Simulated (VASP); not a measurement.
Band structure of ZrC (rock salt). Computed with r2SCAN meta-GGA, VASP's PBE PAW potentials (set 64) (plane waves; VASP).

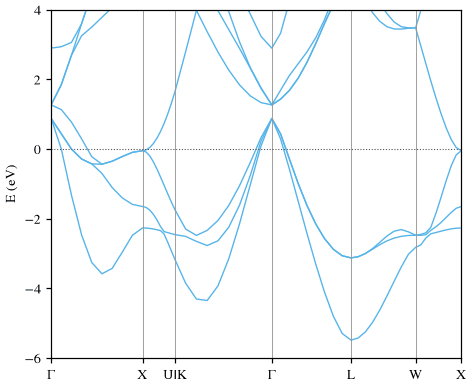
*Bands along high-symmetry lines, zero at the valence-band maximum or, without a gap, the Fermi level*

### Question
Read the plot: is there a gap, and where are the band edges?

### Answer
It has no gap at this level: it comes out as a metal or semimetal.

The compound is ZrC in the rock salt structure. It was relaxed first.
